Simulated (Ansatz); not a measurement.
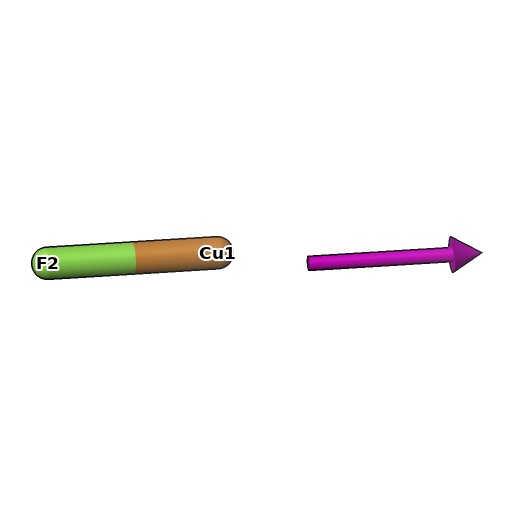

The arrow beside the molecule shows the direction of the dipole moment, from the negative to the positive end (its length means nothing). The species is neutral and a spin singlet. The computed structure is the end point of a PBE-D4/def2-SVP optimisation. No frequency run is at hand to confirm it as a minimum. Properties computed with RKS PBE-D4/def2-SVP (Ansatz 0.2.0).

> How large is the dipole moment?

4.37 D; it points from the side of F2 to the side of Cu1 (the outermost atoms at the two ends).
